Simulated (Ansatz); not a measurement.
**C₂H₁₀GeN₂ (SMILES NC(N)[CH2][GeH3]): density, localisation and related maps**

The calculation's input:

```
crystal:
  periodic: [false, false, false]
  atoms:
    - { symbol: "N", position_ang: [-0.1925, -0.6096, 1.6278] }
    - { symbol: C, position_ang: [0.5088, 0.2442, 0.655] }
    - { symbol: "N", position_ang: [1.9012, 0.1925, 0.9804] }
    - { symbol: C, position_ang: [0.3788, -0.2359, -0.7926] }
    - { symbol: Ge, position_ang: [2.15457, -0.97159, -1.42292] }
    - { symbol: H, position_ang: [-1.2646, -0.3904, 1.476] }
    - { symbol: H, position_ang: [-0.018, -1.5763, 1.452] }
    - { symbol: H, position_ang: [0.2073, 1.3217, 0.7236] }
    - { symbol: H, position_ang: [2.4479, 0.8974, 0.437] }
    - { symbol: H, position_ang: [2.0495, 0.5269, 2.0025] }
    - { symbol: H, position_ang: [0.17398, 0.61946, -1.46266] }
    - { symbol: H, position_ang: [-0.32267, -1.02906, -0.89092] }
    - { symbol: H, position_ang: [2.67231, -2.09378, -0.41472] }
    - { symbol: H, position_ang: [2.00815, -1.59299, -2.79488] }
    - { symbol: H, position_ang: [3.22598, 0.17037, -1.49441] }
basis:
  gaussian: { orbitals: def2-SVP }
hamiltonian:
  xc: pbe
relax:
  f_tol: 0.015
  max_steps: 40
output:
  orbitals: {}
```

Launched as:

```sh
ansatz run input.yaml --threads 2 --pin off --max-ram 3072MiB --backend cpu --events-out ev --progress --plain --runs-dir out
```

The fields are those of the relaxed geometry.

Computed with Ansatz 0.2.0, RKS PBE/def2-SVP.

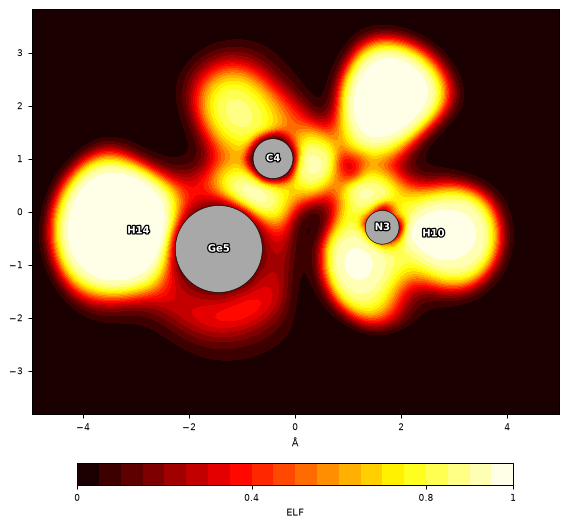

Figure 1. ELF on the plane of atoms C4, Ge5 and H14. Grey discs cover the atomic cores.

Question: What does the map show?

Answer: Atoms in the plane: N, C, Ge and H. C–Ge (1.99 Å): the ELF peaks at about 0.90 in the valence shell of C, 0.7 Å from its nucleus, and is about 0.70 at the midpoint. N–H (1.03 Å): the ELF climbs to about 1 towards the hydrogen, as it does in any bond to H; an ordinary covalent bond to hydrogen. Ge–H (1.56 Å): the ELF climbs to about 1 towards the hydrogen. The ELF also peaks beside N3, away from the bonds: lone-pair regions.

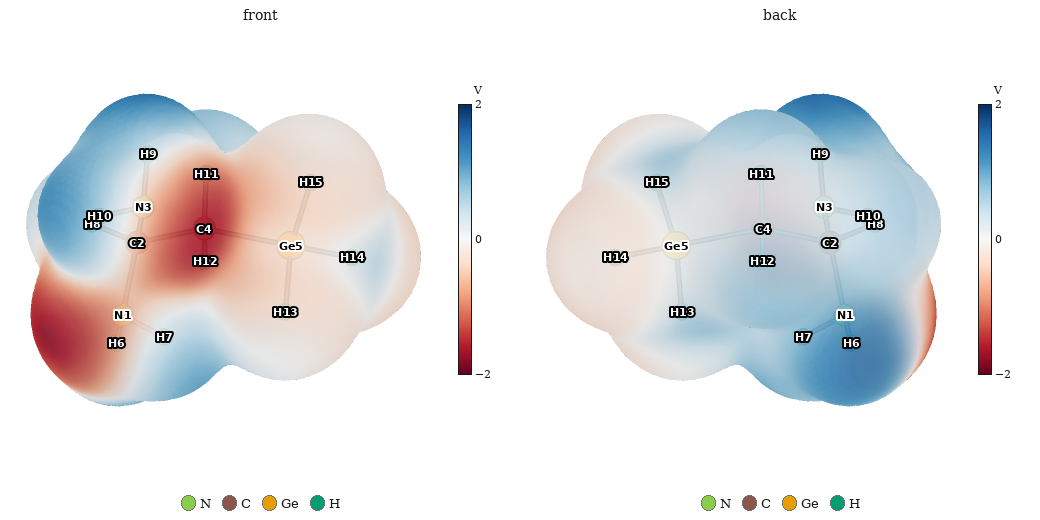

Figure 2. The molecular electrostatic potential painted on the density surface at 0.002 e/bohr³, seen from the front and from behind; the colour scale runs from red (negative) to blue (positive).

Question: Where is the surface potential most negative and most positive?

Answer: The most negative region (about −1.7 V) lies over N1, the most positive (about +1.4 V) over H6 and H9. N1 is the likeliest acceptor of a hydrogen bond.

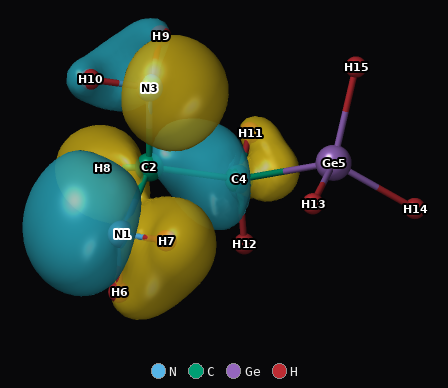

Figure 3. The HOMO at ±0.1 Å⁻³ᐟ² (yellow and cyan are the two phases), seen across its widest extent.

Question: What is the character of this orbital?

Answer: It lies mainly on N1 (about 45 %), N3 (about 15 %), C2 (about 10 %) and C4 (about 10 %). Its energy is −5.26 eV.
